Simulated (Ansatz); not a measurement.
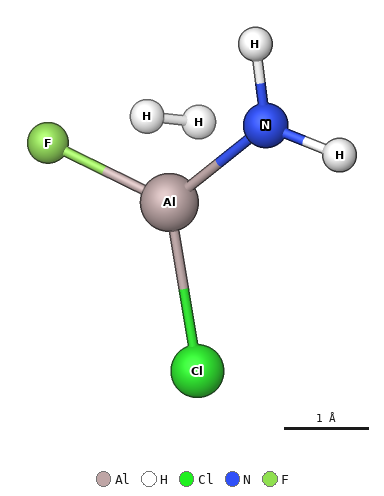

The structure as given in the input (ball-and-stick view, seen at an oblique angle). Sticks mark near contacts.

**Run report: AlNH4ClF, geometry relaxation**

- system: AlNH4ClF
- method: RKS r2SCAN-D4/def2-SVP (Ansatz 0.2.0)

It belongs to a series of runs on one base structure; here: end point B relaxed.

Input:
```yaml
crystal:
  periodic: [false, false, false]
  atoms:
    - { symbol: Al, position_ang: [0.010317, 0.587048, -0.47297] }
    - { symbol: H, position_ang: [-0.015613, 0.143335, 2.247705] }
    - { symbol: Cl, position_ang: [1.718724, -0.547497, -0.873383] }
    - { symbol: "N", position_ang: [-1.57498, 0.059315, -0.999455] }
    - { symbol: H, position_ang: [-1.775814, -0.803122, -1.497607] }
    - { symbol: H, position_ang: [-2.431382, 0.580289, -0.847202] }
    - { symbol: F, position_ang: [0.179505, 2.081976, 0.264835] }
    - { symbol: H, position_ang: [0.051343, 0.796855, 1.955076] }
basis:
  gaussian: { orbitals: def2-SVP }
hamiltonian:
  xc: r2scan
  dispersion: d4
relax:
  f_tol: 0.03
  max_steps: 50
output:
  orbitals: {}
```

Run as:
```bash
ansatz run input.yaml --threads 2 --pin off --max-ram 3072MiB --backend cpu --events-out ev --progress --plain --runs-dir out
```

The program's output:
```
The last accepted step is kept in [file] (removed where the run ends without a failure and the disk answers)
Engine: ansatz 0.2.0, aarch64-unknown-linux-gnu
Functional definition: r2SCAN
  parameter k0 = 0.174
  parameter k1 = 0.065
  parameter a1 = 4.9479
  exchange = r2scan_x(k0 = k0, k1 = k1, a1 = a1)
  correlation = r2scan_c
940 factors; their error is unknown
mean field evaluation 1: about -23374.3948 eV, gradient 6.8e1 eV
mean field evaluation 2: about -23347.6308 eV, gradient 1.2e2 eV
mean field evaluation 4: about -23383.0744 eV, gradient 8.0e0 eV
mean field evaluation 8: about -23383.1966 eV, gradient 1.5e-1 eV
mean field evaluation 16: about -23383.1444 eV, gradient 4.6e-5 eV
mean field -23383.14442981 eV, -859.3147081311 hartree, gradient 4.6e-5 eV, S^2 0.000000; 0 other end points of the search recorded, 0 dependent functions left out
the calculation of the forces begins
reference -23383.14444071 eV, -859.3147085316 hartree; 25, 25 occupied and 59, 59 virtual orbitals, 940 factors
relax step   1: F+E_penalty+E_count = -23383.17999730 eV  Δ(F+E_penalty+E_count) = +0.000e0 eV  max|allowed force component| = 1.606e0 eV/Å  Δτ_max = 0.0000 Å  (27 SCF iters, accepted)
these checks for a lower state are left out or cut short: starts, cluster_reference, orbital_swaps, neighbouring_geometries, increment
940 factors; their error is unknown
mean field -23383.18799298 eV, -859.3163090480 hartree, gradient 1.0e-5 eV, S^2 0.000000; 0 other end points of the search recorded, 0 dependent functions left out
the calculation of the forces begins
reference -23383.18800395 eV, -859.3163094509 hartree; 25, 25 occupied and 59, 59 virtual orbitals, 940 factors
relax step   2: F+E_penalty+E_count = -23383.22383239 eV  Δ(F+E_penalty+E_count) = -4.384e-2 eV  max|allowed force component| = 7.153e-1 eV/Å  Δτ_max = 0.1921 Å  (28 SCF iters, accepted)
these checks for a lower state are left out or cut short: starts, cluster_reference, orbital_swaps, neighbouring_geometries, increment
940 factors; their error is unknown
mean field -23383.21281397 eV, -859.3172212024 hartree, gradient 2.1e-5 eV, S^2 0.000000; 0 other end points of the search recorded, 0 dependent functions left out
the calculation of the forces begins
reference -23383.21282480 eV, -859.3172216004 hartree; 25, 25 occupied and 59, 59 virtual orbitals, 940 factors
relax step   3: F+E_penalty+E_count = -23383.24882266 eV  Δ(F+E_penalty+E_count) = -2.499e-2 eV  max|allowed force component| = 4.045e-1 eV/Å  Δτ_max = 0.1626 Å  (29 SCF iters, accepted)
these checks for a lower state are left out or cut short: starts, cluster_reference, orbital_swaps, neighbouring_geometries, increment
940 factors; their error is unknown
mean field evaluation 32: about -23383.1758 eV, gradient 5.3e0 eV
mean field -23383.22079247 eV, -859.3175144070 hartree, gradient 2.3e-5 eV, S^2 0.000000; 0 other end points of the search recorded, 0 dependent functions left out
the calculation of the forces begins
reference -23383.22080333 eV, -859.3175148059 hartree; 25, 25 occupied and 59, 59 virtual orbitals, 940 factors
relax step   4: F+E_penalty+E_count = -23383.25623612 eV  Δ(F+E_penalty+E_count) = -7.413e-3 eV  max|allowed force component| = 3.540e-1 eV/Å  Δτ_max = 0.1957 Å  (29 SCF iters, accepted)
these checks for a lower state are left out or cut short: starts, cluster_reference, orbital_swaps, neighbouring_geometries, increment
940 factors; their error is unknown
mean field -23383.23081062 eV, -859.3178825672 hartree, gradient 7.1e-6 eV, S^2 0.000000; 0 other end points of the search recorded, 0 dependent functions left out
the calculation of the forces begins
reference -23383.23082148 eV, -859.3178829661 hartree; 25, 25 occupied and 59, 59 virtual orbitals, 940 factors
relax step   5: F+E_penalty+E_count = -23383.26664690 eV  Δ(F+E_penalty+E_count) = -1.041e-2 eV  max|allowed force component| = 1.791e-1 eV/Å  Δτ_max = 0.0908 Å  (30 SCF iters, accepted)
these checks for a lower state are left out or cut short: starts, cluster_reference, orbital_swaps, neighbouring_geometries, increment
940 factors; their error is unknown
mean field -23383.23256183 eV, -859.3179469229 hartree, gradient 2.6e-5 eV, S^2 0.000000; 0 other end points of the search recorded, 0 dependent functions left out
the calculation of the forces begins
reference -23383.23257268 eV, -859.3179473218 hartree; 25, 25 occupied and 59, 59 virtual orbitals, 940 factors
relax step   6: F+E_penalty+E_count = -23383.26849790 eV  Δ(F+E_penalty+E_count) = -1.851e-3 eV  max|allowed force component| = 1.202e-1 eV/Å  Δτ_max = 0.0232 Å  (29 SCF iters, accepted)
these checks for a lower state are left out or cut short: starts, cluster_reference, orbital_swaps, neighbouring_geometries, increment
940 factors; their error is unknown
mean field -23383.23367797 eV, -859.3179879402 hartree, gradient 2.6e-5 eV, S^2 0.000000; 0 other end points of the search recorded, 0 dependent functions left out
the calculation of the forces begins
reference -23383.23368881 eV, -859.3179883388 hartree; 25, 25 occupied and 59, 59 virtual orbitals, 940 factors
relax step   7: F+E_penalty+E_count = -23383.26962299 eV  Δ(F+E_penalty+E_count) = -1.125e-3 eV  max|allowed force component| = 3.230e-2 eV/Å  Δτ_max = 0.0265 Å  (30 SCF iters, accepted)
these checks for a lower state are left out or cut short: starts, cluster_reference, orbital_swaps, neighbouring_geometries, increment
940 factors; their error is unknown
mean field evaluation 64: about -23383.2338 eV, gradient 7.4e-4 eV
mean field -23383.23384197 eV, -859.3179939674 hartree, gradient 2.6e-5 eV, S^2 0.000000; 0 other end points of the search recorded, 0 dependent functions left out
the calculation of the forces begins
reference -23383.23385281 eV, -859.3179943657 hartree; 25, 25 occupied and 59, 59 virtual orbitals, 940 factors
relax step   8: F+E_penalty+E_count = -23383.26981455 eV  Δ(F+E_penalty+E_count) = -1.916e-4 eV  max|allowed force component| = 1.361e-2 eV/Å  Δτ_max = 0.0078 Å  (30 SCF iters, accepted)
```

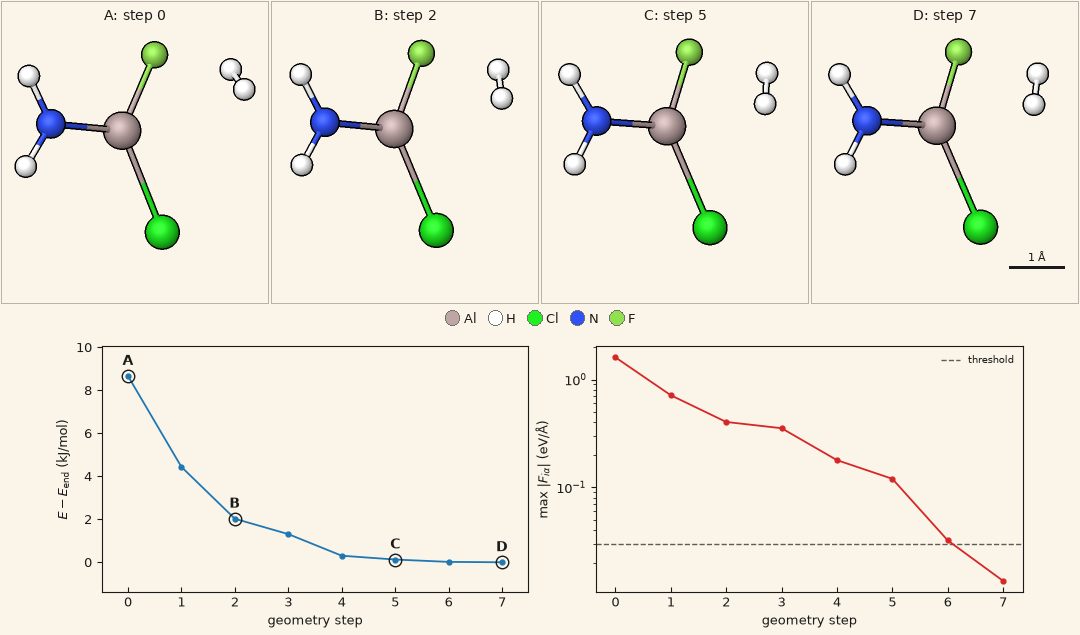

Frames of the relaxation (ball-and-stick view, seen at a tilt) above the curves, on which the letters mark them (the first geometry is step 0 here and step 1 in the log).

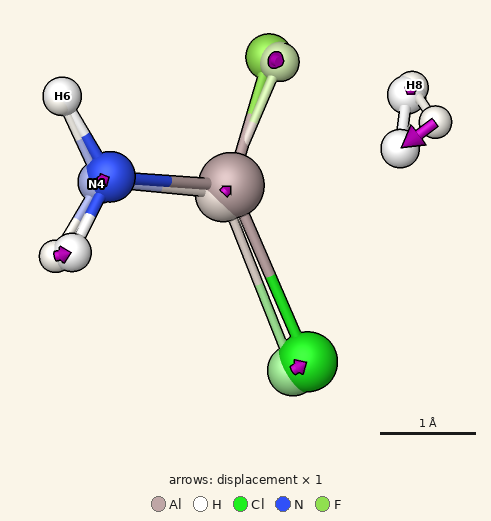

Start (faint) and end (solid) with the displacements as pink arrows, at true length (ball-and-stick view, seen at a tilt). The two geometries are laid on each other by the best rigid fit. Over 7 geometry steps the energy falls by 8.67 kJ/mol. The largest force component goes from 1.6 to 0.014 eV/Å. H2 moves most after the best rigid fit: 0.46 Å. Largest moves by element: H 0.46 Å, F 0.20 Å, Cl 0.19 Å, N 0.13 Å, Al 0.12 Å. Distances before and after: H2–H8 0.719 → 0.763 Å, Al1–F7 1.676 → 1.667 Å, Al1–Cl3 2.090 → 2.097 Å, Al1–N4 1.752 → 1.756 Å. (Atoms are counted from 1 in the order of the input.)

```
940 factors; their error is unknown
mean field -23383.23384197 eV, -859.3179939674 hartree, gradient 2.6e-5 eV, S^2 0.000000; 1 other end points of the search recorded, 0 dependent functions left out
the calculation of the forces begins
reference -23383.23385281 eV, -859.3179943657 hartree; 25, 25 occupied and 59, 59 virtual orbitals, 940 factors
Total energy: -23383.26982539 eV, -859.3193163336 hartree
Atom 0 at     0.014439     0.648883    -0.366744 Å, force    -0.002350    -0.001318    -0.008287 eV/Å
Atom 1 at    -0.078893    -0.031069     1.823364 Å, force    -0.000615    -0.003717    -0.000499 eV/Å
Atom 2 at     1.720708    -0.526681    -0.686630 Å, force    -0.008830     0.003544     0.004646 eV/Å
Atom 3 at    -1.565590     0.068094    -0.867634 Å, force     0.008118     0.013608     0.002832 eV/Å
Atom 4 at    -1.742856    -0.828657    -1.307526 Å, force     0.006644    -0.006689    -0.000465 eV/Å
Atom 5 at    -2.419202     0.615916    -0.835040 Å, force    -0.010142    -0.003178    -0.000057 eV/Å
Atom 6 at     0.200060     2.230900     0.123859 Å, force     0.004045    -0.006668     0.002882 eV/Å
Atom 7 at     0.033433     0.720813     1.893348 Å, force     0.003131     0.004418    -0.001051 eV/Å
Dipole moment:    -0.513808    -0.215040     0.095450 e Å
```

Trajectory as extended XYZ (Å, eV, eV/Å), 8 frames, from step=1 to step=8:
```
8
Properties=species:S:1:pos:R:3:forces:R:3 step=1 energy=-23383.18000
Al    0.0103    0.5870   -0.4730    0.0305   0.2331   0.1716
H    -0.0156    0.1433    2.2477   -0.1639  -1.6056   0.6369
Cl    1.7187   -0.5475   -0.8734    0.0129   0.0008   0.0102
N    -1.5750    0.0593   -0.9995   -0.0225  -0.0746  -0.0341
H    -1.7758   -0.8031   -1.4976    0.0423   0.0472   0.0392
H    -2.4314    0.5803   -0.8472   -0.0487   0.0348   0.0007
F     0.1795    2.0820    0.2648   -0.0090  -0.1297  -0.2765
H     0.0513    0.7969    1.9551    0.1584   1.4940  -0.5482
8
Properties=species:S:1:pos:R:3:forces:R:3 step=2 energy=-23383.22383
Al    0.0030    0.6092   -0.4297    0.0975   0.6704   0.0324
H    -0.0295   -0.0019    2.1589    0.0830   0.7153  -0.2161
Cl    1.7154   -0.5232   -0.8233    0.0237  -0.0508   0.0859
N    -1.5742    0.0648   -0.9659   -0.2160  -0.0274   0.0199
H    -1.7691   -0.8326   -1.4037    0.0230   0.1117   0.0692
H    -2.4265    0.6193   -0.8993    0.1370  -0.1214  -0.0078
F     0.1870    2.1957    0.1102   -0.0722  -0.6063  -0.0842
H     0.0560    0.7670    2.0299   -0.0760  -0.6915   0.1007
8
Properties=species:S:1:pos:R:3:forces:R:3 step=3 energy=-23383.24882
Al    0.0301    0.6185   -0.4367   -0.0001   0.4045   0.2746
H    -0.0841    0.0185    2.0071    0.0403   0.2960  -0.0816
Cl    1.7394   -0.5322   -0.7946    0.0041  -0.0062   0.0049
N    -1.5617    0.0619   -0.9187   -0.1016   0.0004  -0.0304
H    -1.7600   -0.8257   -1.3715    0.0120   0.0622   0.0278
H    -2.4169    0.6033   -0.8133    0.0936  -0.0721  -0.0221
F     0.2071    2.1733    0.1785   -0.0244  -0.3410  -0.2298
H     0.0083    0.7806    1.9262   -0.0237  -0.3438   0.0565
8
Properties=species:S:1:pos:R:3:forces:R:3 step=4 energy=-23383.25624
Al    0.0186    0.6318   -0.3404   -0.0285   0.3540   0.0437
H    -0.0798   -0.0260    1.8167    0.0004  -0.0264  -0.0532
Cl    1.7294   -0.5244   -0.6800    0.0490  -0.0372  -0.0096
N    -1.5602    0.0703   -0.8639   -0.1557   0.0378  -0.0047
H    -1.7472   -0.8344   -1.2858    0.0008   0.0579  -0.0018
H    -2.4126    0.6272   -0.8289    0.1392  -0.1142  -0.0165
F     0.1948    2.2232    0.1724   -0.0189  -0.3094  -0.1323
H     0.0192    0.7306    1.7868    0.0137   0.0375   0.1744
8
Properties=species:S:1:pos:R:3:forces:R:3 step=5 energy=-23383.26665
Al    0.0101    0.6264   -0.3535   -0.0060   0.1276   0.0013
H    -0.0606   -0.0122    1.8403    0.0199   0.1366   0.0100
Cl    1.7222   -0.5289   -0.6985    0.0176  -0.0307   0.0122
N    -1.5673    0.0672   -0.8826   -0.0255  -0.0155   0.0127
H    -1.7519   -0.8298   -1.3197    0.0006   0.0130  -0.0021
H    -2.4172    0.6215   -0.8454    0.0093  -0.0242  -0.0013
F     0.1882    2.2045    0.1628    0.0067  -0.0277  -0.0459
H     0.0386    0.7494    1.8735   -0.0226  -0.1791   0.0132
8
Properties=species:S:1:pos:R:3:forces:R:3 step=6 energy=-23383.26850
Al    0.0154    0.6352   -0.3642   -0.0082   0.0340  -0.0144
H    -0.0730   -0.0211    1.8471    0.0153   0.1030  -0.0087
Cl    1.7261   -0.5256   -0.7045   -0.0013  -0.0141   0.0159
N    -1.5651    0.0675   -0.8757    0.0130  -0.0193   0.0049
H    -1.7490   -0.8288   -1.3139    0.0022  -0.0008  -0.0040
H    -2.4153    0.6196   -0.8371   -0.0237   0.0011   0.0009
F     0.1961    2.2131    0.1427    0.0108   0.0164  -0.0067
H     0.0268    0.7385    1.8826   -0.0081  -0.1202   0.0121
8
Properties=species:S:1:pos:R:3:forces:R:3 step=7 energy=-23383.26962
Al    0.0156    0.6457   -0.3638   -0.0052  -0.0268  -0.0299
H    -0.0789   -0.0301    1.8229    0.0025   0.0170   0.0012
Cl    1.7238   -0.5253   -0.6908   -0.0136   0.0016   0.0107
N    -1.5650    0.0679   -0.8662    0.0249   0.0024   0.0047
H    -1.7443   -0.8285   -1.3057    0.0045  -0.0129  -0.0051
H    -2.4167    0.6179   -0.8344   -0.0266   0.0065   0.0017
F     0.1998    2.2269    0.1262    0.0101   0.0323   0.0150
H     0.0278    0.7237    1.8887    0.0034  -0.0200   0.0018
8
Properties=species:S:1:pos:R:3:forces:R:3 step=8 energy=-23383.26981
Al    0.0144    0.6489   -0.3667   -0.0024  -0.0013  -0.0083
H    -0.0789   -0.0311    1.8234   -0.0006  -0.0037  -0.0005
Cl    1.7207   -0.5267   -0.6866   -0.0088   0.0035   0.0046
N    -1.5656    0.0681   -0.8676    0.0081   0.0136   0.0028
H    -1.7429   -0.8287   -1.3075    0.0066  -0.0067  -0.0005
H    -2.4192    0.6159   -0.8350   -0.0101  -0.0032  -0.0001
F     0.2001    2.2309    0.1239    0.0040  -0.0067   0.0029
H     0.0334    0.7208    1.8933    0.0031   0.0044  -0.0011
```

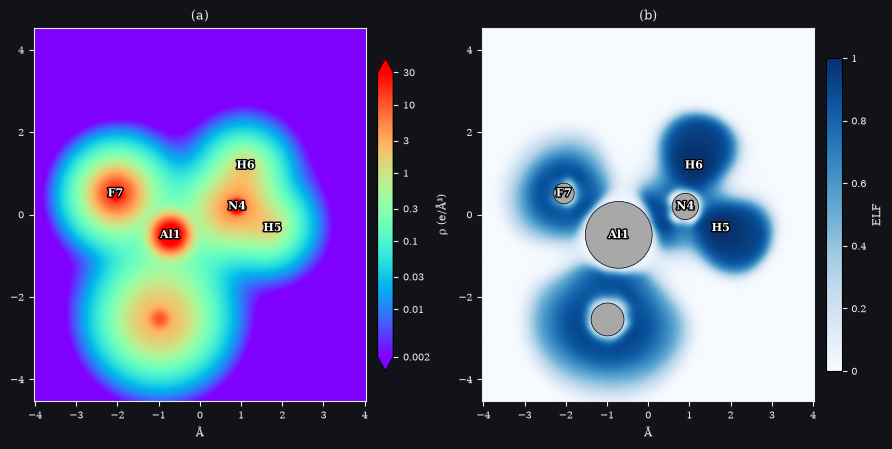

(a) total electron density; (b) electron localisation function on the plane of atoms N4, Al1 and F7. Grey discs, where drawn, cover atomic cores. Atoms in the plane: Al, N, H and F. Al–F (1.67 Å): ρ is about 0.78 e/Å³ halfway; the ELF peaks at about 0.90 in the valence shell of F, 0.5 Å from its nucleus, and is about 0.20 at the midpoint. Al–N (1.76 Å): ρ is about 0.86 e/Å³ halfway; the ELF peaks at about 0.90 in the valence shell of N, 0.7 Å from its nucleus, and is about 0.60 at the midpoint.

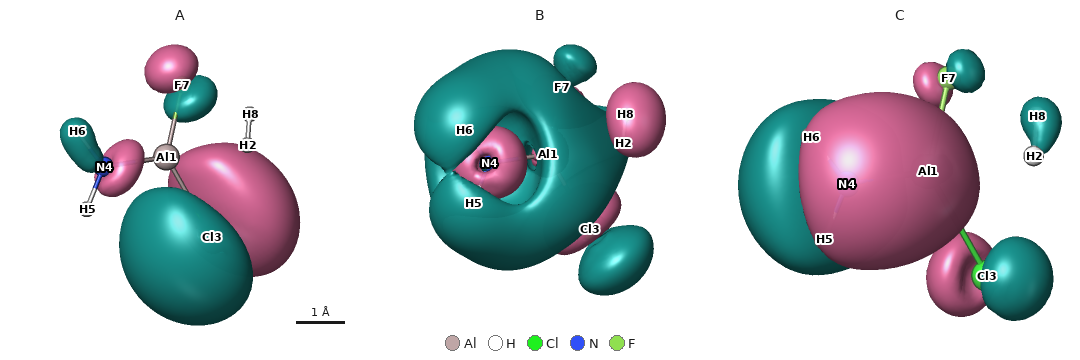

Three frontier orbitals at ±0.06 Å⁻³ᐟ² (teal and pink are the two phases). A is the HOMO−1 (−7.98 eV). C is the HOMO (−6.46 eV). B is the LUMO (−0.11 eV). It lies mainly on Al1 (50 %), Cl3 (15 %), N4 (10 %) and F7 (10 %). The HOMO–LUMO gap is 6.35 eV between the orbital energies.

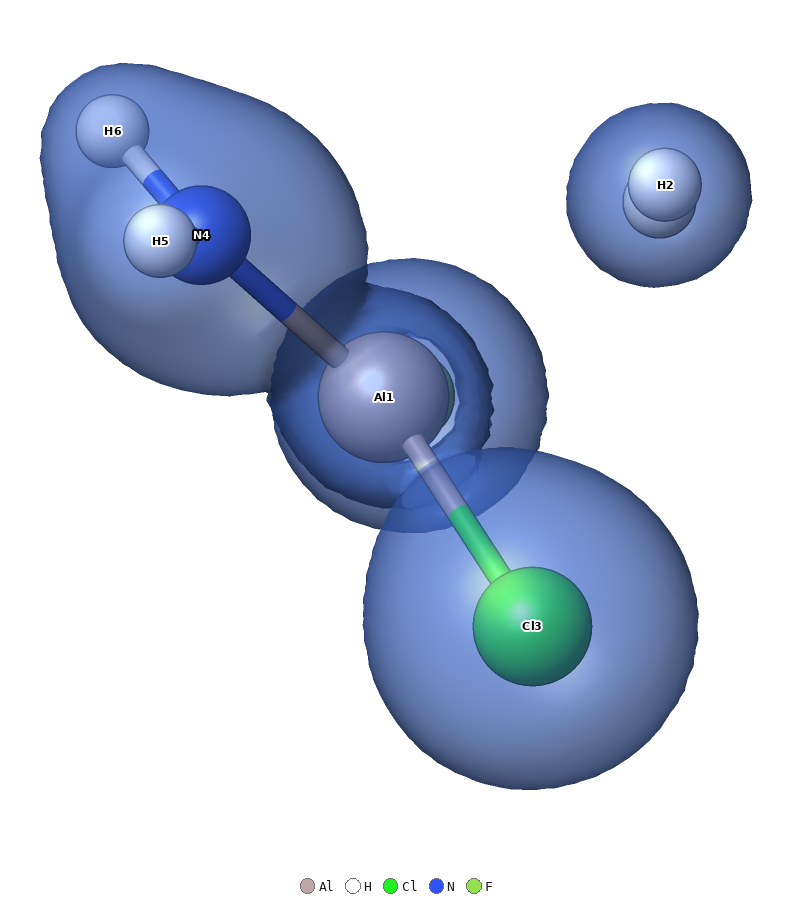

Isosurface of the electron density at 0.4 e/Å³ (blue), seen at a tilt. At this value the surface falls into two separate pieces. It is pinched off along the Al···H (2.26 Å) contacts. On the grid the lowest density along these lines, outside the cores, is 0.11 e/Å³ (Al···H, 2.26 Å), 0.66 e/Å³ (Al–F, 1.67 Å), 0.73 e/Å³ (Al–N, 1.76 Å) and 0.51 e/Å³ (Al–Cl, 2.10 Å).

Summary:

- outcome: converged
- total energy: −23383.2698 eV
- mean-field energy: −23383.2339 eV
- largest force (length of the vector) at the end: 0.016 eV/Å
- hardware: 2 threads of Arm Neoverse V1, 24 GiB of memory available, shared host
- wall time: 26 s (CPU time 50 s)
- peak memory: 0.16 GiB
